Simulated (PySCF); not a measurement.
# CH5N (methylamine): levels of theory compared

Aim: a comparison of 5 runs (HF/3-21G, HF/def2-SVP, B3LYP/6-31G*, PBE0/def2-SVP, PBE0/def2-TZVP) of CH5N (methylamine). 

The calculation is run with PySCF 2.14.0.

### 1 The structure to begin with

CH5N: 7 atoms, total charge 0, spin state singlet. As SMILES, `CN`. The coordinates come from a PBE0-D4/def2-TZVP relaxation.

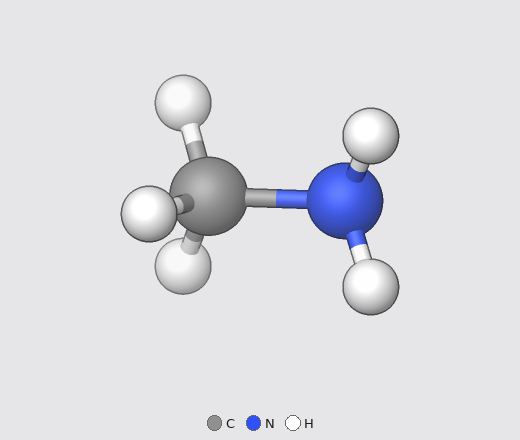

The structure, seen from a chosen angle (carbon grey, nitrogen blue, hydrogen white).

### 2 Energy and forces at HF/3-21G (run 1)

Contents of calc.py:

```python
from pyscf import gto, scf

mol = gto.Mole()
mol.atom = '''
C       -0.473800      -0.138400      -0.281500
N        0.801600       0.390900       0.170500
H       -0.984400      -0.806400       0.427500
H       -0.327200      -0.690700      -1.212500
H       -1.150500       0.689300      -0.505500
H        1.448000      -0.360600       0.373500
H        0.686300       0.915800       1.027900
'''
mol.verbose = 3
mol.charge = 0
mol.max_memory = 1860
mol.spin = 0
mol.basis = '3-21g'
mol.build()

mf = scf.RHF(mol)
mf.conv_tol = 1e-10
mf.kernel()
if not mf.converged:
    mf = mf.newton().run(mf.mo_coeff, mf.mo_occ)

e_final = mf.e_tot
print('E(%s) = %.9f' % ('HF', e_final))
grad = mf.nuc_grad_method().kernel()
mf.analyze()
```

Launch:

```
$ OMP_NUM_THREADS=1 python calc.py
```

Output:

```text
converged SCF energy = -94.6801421982844
E(HF) = -94.680142198
--------------- RHF gradients ---------------
         x                y                z
0 C     0.0214482017     0.0062234268     0.0129426260
1 N    -0.0119161031     0.0027111184    -0.0193139469
2 H    -0.0031618228    -0.0037144119     0.0035375304
3 H     0.0006923914    -0.0030521919    -0.0057237319
4 H    -0.0040025197     0.0048376499    -0.0016800535
5 H    -0.0015326550    -0.0035001990     0.0051002540
6 H    -0.0015274925    -0.0035053923     0.0051373219
----------------------------------------------
**** MO energy ****
MO #1   energy= -15.4497236751726  occ= 2
MO #2   energy= -11.1831422562453  occ= 2
MO #3   energy= -1.16894629216165  occ= 2
MO #4   energy= -0.893386959573722 occ= 2
MO #5   energy= -0.656341393952599 occ= 2
MO #6   energy= -0.598092436210111 occ= 2
MO #7   energy= -0.552702878252758 occ= 2
MO #8   energy= -0.509603894111143 occ= 2
MO #9   energy= -0.372028175982202 occ= 2
MO #10  energy= 0.26935818770811   occ= 0
MO #11  energy= 0.325771891765092  occ= 0
MO #12  energy= 0.333563393575645  occ= 0
MO #13  energy= 0.356881637149765  occ= 0
MO #14  energy= 0.380670549425018  occ= 0
MO #15  energy= 0.461488179286967  occ= 0
MO #16  energy= 0.942430049032432  occ= 0
MO #17  energy= 0.982661522129298  occ= 0
MO #18  energy= 0.993336696957477  occ= 0
MO #19  energy= 1.24936370376659   occ= 0
MO #20  energy= 1.28094171191576   occ= 0
MO #21  energy= 1.3180269342671    occ= 0
MO #22  energy= 1.33132857447485   occ= 0
MO #23  energy= 1.36919433356193   occ= 0
MO #24  energy= 1.52472569461634   occ= 0
MO #25  energy= 1.63614600430313   occ= 0
MO #26  energy= 1.66111842162267   occ= 0
MO #27  energy= 1.96127570726697   occ= 0
MO #28  energy= 2.83532252396939   occ= 0
 ** Mulliken atomic charges  **
charge of    0C =     -0.14474
charge of    1N =     -0.46010
charge of    2H =      0.05799
charge of    3H =      0.09104
charge of    4H =      0.09106
charge of    5H =      0.18238
charge of    6H =      0.18236
Dipole moment(X, Y, Z, Debye): -0.60962, -0.99440,  1.23000
```

Wall time 4.5 s (1 thread of Intel Xeon at 2.50GHz (Skylake/Cascade Lake), shared host); peak memory 0.12 GiB.

### 3 Energy and forces at HF/def2-SVP (run 2)

Contents of run.py:

```python
import pyscf.grad
from pyscf import gto, scf

mol = gto.M(
    atom='''
C       -0.473800      -0.138400      -0.281500
N        0.801600       0.390900       0.170500
H       -0.984400      -0.806400       0.427500
H       -0.327200      -0.690700      -1.212500
H       -1.150500       0.689300      -0.505500
H        1.448000      -0.360600       0.373500
H        0.686300       0.915800       1.027900
''',
    charge=0,
    basis='def2-svp',
    spin=0,
    verbose=4,
    max_memory=1860,
)

mf = scf.RHF(mol)
mf.conv_tol = 1e-10
mf.kernel()
if not mf.converged:
    mf = mf.newton().run(mf.mo_coeff, mf.mo_occ)

etot = mf.e_tot
print('E = %.10f Eh' % etot)
grad = mf.Gradients().kernel()
mf.analyze()
```

Launch:

```
$ OMP_NUM_THREADS=1 python run.py
```

Output:

```text
PySCF version 2.14.0

[... 81 lines left out ...]
Two-electron Coulomb Energy =           87.796991234864279
[... 7 lines left out ...]
MO #5   energy= -0.659408315533327 occ= 2
[... 5 lines left out ...]
MO #11  energy= 0.224109060000838  occ= 0
[... 5 lines left out ...]
MO #17  energy= 0.661489803965888  occ= 0
[... 5 lines left out ...]
MO #23  energy= 0.93616565998474   occ= 0
[... 5 lines left out ...]
MO #29  energy= 1.41168929826673   occ= 0
[... 5 lines left out ...]
MO #35  energy= 2.04098985557703   occ= 0
[... 5 lines left out ...]
MO #41  energy= 2.420475968796     occ= 0
[... 5 lines left out ...]
MO #47  energy= 3.06138944409287   occ= 0
[... 5 lines left out ...]
MO #53  energy= 3.79197688615541   occ= 0
[... 24 lines left out ...]
pop of  1 N 3pz           0.00925
pop of  1 N 3dxy          0.00231
pop of  1 N 3dyz          0.00173
pop of  1 N 3dz^2         0.00224
pop of  1 N 3dxz          0.00074
pop of  1 N 3dx2-y2       0.00083
pop of  2 H 1s            0.93921
pop of  2 H 2s            0.00720
pop of  2 H 2px           0.00051
pop of  2 H 2py           0.00072
pop of  2 H 2pz           0.00080
pop of  3 H 1s            0.90962
pop of  3 H 2s            0.00827
pop of  3 H 2px           0.00008
pop of  3 H 2py           0.00047
pop of  3 H 2pz           0.00138
pop of  4 H 1s            0.90960
pop of  4 H 2s            0.00827
pop of  4 H 2px           0.00072
pop of  4 H 2py           0.00104
pop of  4 H 2pz           0.00017
pop of  5 H 1s            0.79975
pop of  5 H 2s            0.01048
pop of  5 H 2px           0.00159
pop of  5 H 2py           0.00124
pop of  5 H 2pz           0.00092
pop of  6 H 1s            0.79977
pop of  6 H 2s            0.01048
pop of  6 H 2px           0.00029
pop of  6 H 2py           0.00166
pop of  6 H 2pz           0.00179
 ** Mulliken atomic charges  **
charge of    0C =     -0.11016
charge of    1N =     -0.47382
charge of    2H =      0.05156
charge of    3H =      0.08017
charge of    4H =      0.08019
charge of    5H =      0.18604
charge of    6H =      0.18601
Dipole moment(X, Y, Z, Debye): -0.45867, -0.82785,  1.08093
```

It took 3.9 s on 1 thread of Intel Xeon at 2.50GHz (Skylake/Cascade Lake), shared host; peak memory 0.13 GiB.

Run 3 isn't shown in full; the table further down has it.

### 4 Energy and forces at PBE0/def2-SVP (run 4)

Contents of input.py:

```python
from pyscf import gto, dft

system = gto.M(
    atom='''
C     -0.895352    -0.261538    -0.531958
N      1.514804     0.738694     0.322198
H     -1.860246    -1.523875     0.807858
H     -0.618318    -1.305234    -2.291293
H     -2.174130     1.302588    -0.955257
H      2.736323    -0.681435     0.705813
H      1.296919     1.730611     1.942449
''',
    unit='bohr',
    basis='def2-svp',
    max_memory=1860,
    verbose=3,
)

myscf = dft.RKS(system, xc='pbe0')
myscf.conv_tol = 1e-10
myscf.grids.level = 5
myscf.kernel()
if not myscf.converged:
    myscf = myscf.newton().run(myscf.mo_coeff, myscf.mo_occ)

e_tot = myscf.e_tot
print('E(%s) = %.9f' % ('PBE0', e_tot))
grad = myscf.nuc_grad_method().kernel()
myscf.analyze()
```

Launch:

```
$ OMP_NUM_THREADS=1 python input.py
```

Output:

```text
converged SCF energy = -95.6664228488978
E(PBE0) = -95.666422849
--------------- RKS gradients ---------------
         x                y                z
0 C    -0.0107232472    -0.0038845617    -0.0047966190
1 N     0.0046763339    -0.0010530524     0.0073417523
2 H     0.0041936305     0.0041158409    -0.0031717131
3 H     0.0001126152     0.0031898698     0.0051587650
4 H     0.0043865921    -0.0039547803     0.0015052142
5 H    -0.0029483169     0.0035135933    -0.0016448641
6 H     0.0003022699    -0.0019271768    -0.0043925432
----------------------------------------------
**** MO energy ****
MO #1   energy= -14.3601696716284  occ= 2
MO #2   energy= -10.2423732019972  occ= 2
MO #3   energy= -0.884871438448811 occ= 2
MO #4   energy= -0.666318970626531 occ= 2
MO #5   energy= -0.498236050627532 occ= 2
MO #6   energy= -0.449093264520902 occ= 2
MO #7   energy= -0.411257696404097 occ= 2
MO #8   energy= -0.372682735216812 occ= 2
MO #9   energy= -0.237591703528457 occ= 2
MO #10  energy= 0.0725116511161135 occ= 0
MO #11  energy= 0.116804658034798  occ= 0
MO #12  energy= 0.133330736431292  occ= 0
MO #13  energy= 0.15531748470126   occ= 0
MO #14  energy= 0.1745627646589    occ= 0
MO #15  energy= 0.244094112122928  occ= 0
MO #16  energy= 0.455087041021741  occ= 0
MO #17  energy= 0.484304545547049  occ= 0
MO #18  energy= 0.492714508277839  occ= 0
MO #19  energy= 0.609522870231186  occ= 0
MO #20  energy= 0.648387102870705  occ= 0
MO #21  energy= 0.678857365128174  occ= 0
MO #22  energy= 0.693743535803031  occ= 0
MO #23  energy= 0.706239539002912  occ= 0
MO #24  energy= 0.76464746498451   occ= 0
MO #25  energy= 0.81981021446427   occ= 0
MO #26  energy= 0.864243058073765  occ= 0
MO #27  energy= 0.885739166405677  occ= 0
MO #28  energy= 1.13027568571325   occ= 0
MO #29  energy= 1.16924648114897   occ= 0
MO #30  energy= 1.21535619261696   occ= 0
MO #31  energy= 1.42187371790866   occ= 0
MO #32  energy= 1.53097309837885   occ= 0
MO #33  energy= 1.55359175828957   occ= 0
MO #34  energy= 1.76157881976891   occ= 0
MO #35  energy= 1.77586090697581   occ= 0
MO #36  energy= 1.79240250527327   occ= 0
MO #37  energy= 1.81144850205281   occ= 0
MO #38  energy= 1.85776060467049   occ= 0
MO #39  energy= 1.92701863456501   occ= 0
MO #40  energy= 1.96104963415788   occ= 0
MO #41  energy= 2.11290301273356   occ= 0
MO #42  energy= 2.1789452469744    occ= 0
MO #43  energy= 2.2976273567731    occ= 0
MO #44  energy= 2.38320535417603   occ= 0
MO #45  energy= 2.47162446146635   occ= 0
MO #46  energy= 2.65229182487981   occ= 0
MO #47  energy= 2.72724442100428   occ= 0
MO #48  energy= 2.76953011618758   occ= 0
MO #49  energy= 2.89218922660757   occ= 0
MO #50  energy= 3.04426457025426   occ= 0
MO #51  energy= 3.05339934329203   occ= 0
MO #52  energy= 3.22214616658231   occ= 0
MO #53  energy= 3.42627052860909   occ= 0
 ** Mulliken atomic charges  **
charge of    0C =     -0.19115
charge of    1N =     -0.46804
charge of    2H =      0.06984
charge of    3H =      0.10075
charge of    4H =      0.10076
charge of    5H =      0.19393
charge of    6H =      0.19391
Dipole moment(X, Y, Z, Debye): -0.35064, -0.74913,  1.05304
```

It took 19 s on 1 thread of Intel Xeon at 2.50GHz (Skylake/Cascade Lake), shared host; peak memory 0.54 GiB.

### 5 Energy and forces at PBE0/def2-TZVP (run 5)

Contents of run.py:

```python
import pyscf.grad
from pyscf import gto, dft

mol = gto.M(
    atom='''
C     -0.473800    -0.138400    -0.281500
N      0.801600     0.390900     0.170500
H     -0.984400    -0.806400     0.427500
H     -0.327200    -0.690700    -1.212500
H     -1.150500     0.689300    -0.505500
H      1.448000    -0.360600     0.373500
H      0.686300     0.915800     1.027900
''',
    verbose=4,
    max_memory=1860,
    basis='def2-tzvp',
)

mf = dft.RKS(mol)
mf.xc = 'pbe0'
mf.grids.level = 5
mf.conv_tol = 1e-10
mf.kernel()
if not mf.converged:
    mf = mf.newton().run(mf.mo_coeff, mf.mo_occ)

e_tot = mf.e_tot
print('E = %.10f Eh' % e_tot)
grad = mf.Gradients().kernel()
dip = mf.dip_moment()
pop, q = mf.mulliken_pop()
```

Launch:

```
$ OMP_NUM_THREADS=1 python run.py
```

Output:

```text
PySCF version 2.14.0

[... 72 lines left out ...]
converged SCF energy = -95.7772896014336
[... 15 lines left out ...]
Dipole moment(X, Y, Z, Debye): -0.38756, -0.76459,  1.04025
[... 61 lines left out ...]
pop of  1 N 4f+2          0.00026
pop of  1 N 4f+3          0.00056
pop of  2 H 1s            0.27316
pop of  2 H 2s            0.47885
pop of  2 H 3s            0.12441
pop of  2 H 2px           0.00571
pop of  2 H 2py           0.00713
pop of  2 H 2pz           0.00706
pop of  3 H 1s            0.27332
pop of  3 H 2s            0.47857
pop of  3 H 3s            0.10390
pop of  3 H 2px           0.00379
pop of  3 H 2py           0.00638
pop of  3 H 2pz           0.01050
pop of  4 H 1s            0.27333
pop of  4 H 2s            0.47857
pop of  4 H 3s            0.10388
pop of  4 H 2px           0.00712
pop of  4 H 2py           0.00859
pop of  4 H 2pz           0.00496
pop of  5 H 1s            0.27251
pop of  5 H 2s            0.40522
pop of  5 H 3s            0.06741
pop of  5 H 2px           0.01282
pop of  5 H 2py           0.01370
pop of  5 H 2pz           0.01014
pop of  6 H 1s            0.27248
pop of  6 H 2s            0.40522
pop of  6 H 3s            0.06744
pop of  6 H 2px           0.00704
pop of  6 H 2py           0.01256
pop of  6 H 2pz           0.01705
 ** Mulliken atomic charges  **
charge of    0C =     -0.26605
charge of    1N =     -0.52111
charge of    2H =      0.10368
charge of    3H =      0.12354
charge of    4H =      0.12355
charge of    5H =      0.21819
charge of    6H =      0.21820
```

Run time: 49 s. Hardware: 1 thread of Intel Xeon at 2.50GHz (Skylake/Cascade Lake), shared host; peak memory 0.91 GiB.

### 6 The series

```
run                               level  Cartesian functions  integration grid  energy (Eh)  dipole moment (D)  HOMO energy (eV)  LUMO energy (eV)  wall time
  1                            HF/3-21G                   no                 –   -94.680142               1.70            -10.12              7.33      4.5 s
  2                         HF/def2-SVP                   no                 –   -95.145433               1.44            -10.48              4.88      3.9 s
  3  B3LYP/6-31G* (Cartesian functions)                  yes                 5   -95.852995               1.41             -6.13              2.36       21 s
  4                       PBE0/def2-SVP                   no                 5   -95.666423               1.34             -6.47              1.97       19 s
  5                      PBE0/def2-TZVP                   no                 5   -95.777290               1.35             -6.78              1.18       49 s
```

### 7 What came out

| quantity | value |
| --- | --- |
| run 5: total energy | -95.77729 Eh |
| run 5: dipole moment | 1.35 D |
| run 5: HOMO energy | -6.78 eV |
| run 5: LUMO energy | 1.18 eV |
| run 5: HOMO–LUMO gap | 7.97 eV |
| run 5: largest force on an atom | 0.007 eV/Å |

The dipole moment (its size) runs from 1.34 D (PBE0/def2-SVP) to 1.70 D (HF/3-21G). The two ends differ in method and basis. The HOMO–LUMO gap runs from 7.97 eV (PBE0/def2-TZVP) to 17.45 eV (HF/3-21G). Totals of different functionals can't be ranked against each other. All runs together took 98 s, the longest 49 s.
